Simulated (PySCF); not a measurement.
**C$_{4}$H$_{12}$N$_{4}$Si: density, localisation and related maps**

```xyz
21

C    -2.7018   -0.0303    0.6014
N    -2.1606    0.2771   -0.7057
C    -0.8753   -0.3649   -0.9579
Si    0.5428    0.4421    0.0434
N     0.3152    2.1364   -0.1001
C     0.4919   -0.2579    1.7912
N     0.4329   -0.6748    2.8572
N     2.1686    0.1296   -0.4214
C     2.8468   -1.1332   -0.2422
H    -3.6785    0.4411    0.7012
H    -2.8107   -1.1100    0.7865
H    -2.0396    0.3736    1.3674
H    -2.8263   -0.0243   -1.4131
H    -0.9196   -1.4523   -0.7745
H    -0.6549   -0.2358   -2.0197
H    -0.6305    2.4673   -0.1941
H     0.8763    2.7781    0.4340
H     2.5308    0.6492   -1.2057
H     2.4893   -1.5980    0.6745
H     3.9218   -0.9687   -0.1507
H     2.6725   -1.8275   -1.0724
```

Geometry: GFN2-xTB.

Computed with PBE0/pcSseg-1, SCF density, gas phase, non-relativistic (PySCF 2.14.0).

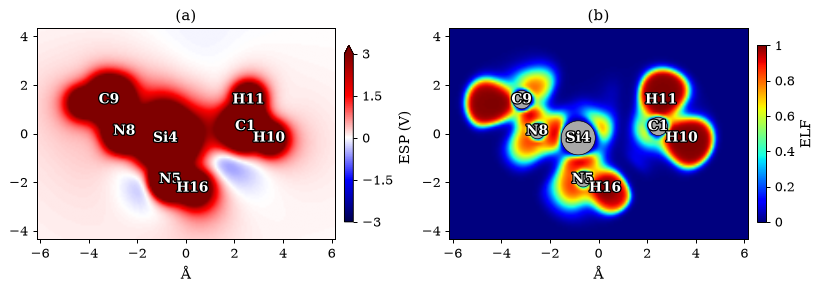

Figure 1. (a) electrostatic potential; (b) electron localisation function on the plane of atoms H10, C1 and H11. Grey discs cover the atomic cores in the ELF map.

Q: What do the fields say about this system?

A: The section cuts through C, Si, N and H sites. Si–N (1.72 Å): the ELF peaks at about 0.90 between the atoms: a polar covalent bond. N–H (1.01 Å): the ELF climbs to about 1 towards the hydrogen, as it does in any bond to H (an ordinary covalent bond to hydrogen). C–H (1.09 Å): the ELF climbs to about 1 towards the hydrogen; a covalent bond by its length. Outside the dense part of the molecule the potential is most negative (−0.5 V) near N2, which lies off the plane.

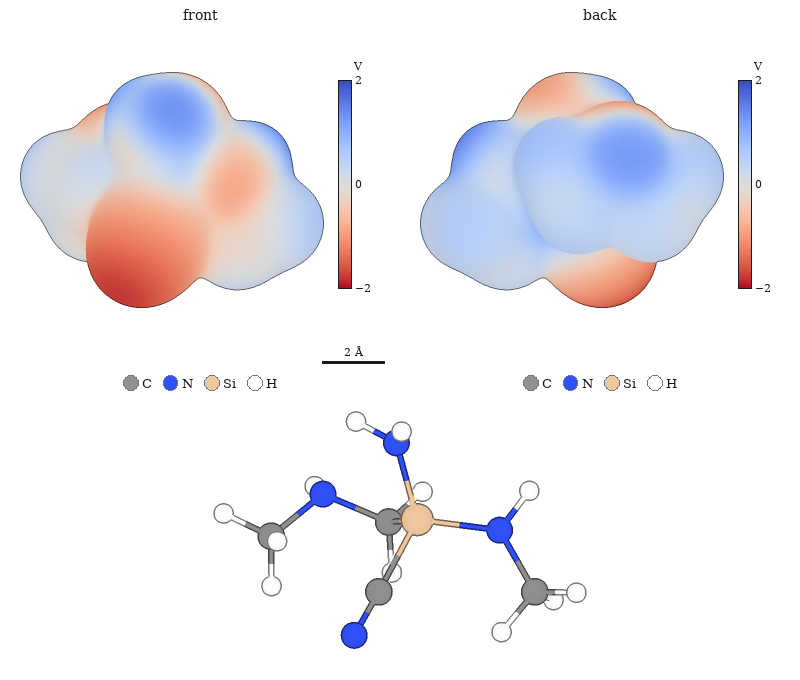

Figure 2. The electrostatic potential painted on the density surface at 0.001 e/bohr³, seen from the front and from behind; the colour scale runs from red (negative) to blue (positive). The bare structure is drawn below in the same view.

Q: Which sites attract a positive test charge, and which a negative one?

A: A positive charge is drawn to the negative regions and a negative charge to the positive ones. The most negative region (about −1.7 V, or −39 kcal/mol for a unit charge) lies over N7, the most positive (about +1.3 V, or +30 kcal/mol for a unit charge) over H17 and H18. N7 is the likeliest acceptor of a hydrogen bond.
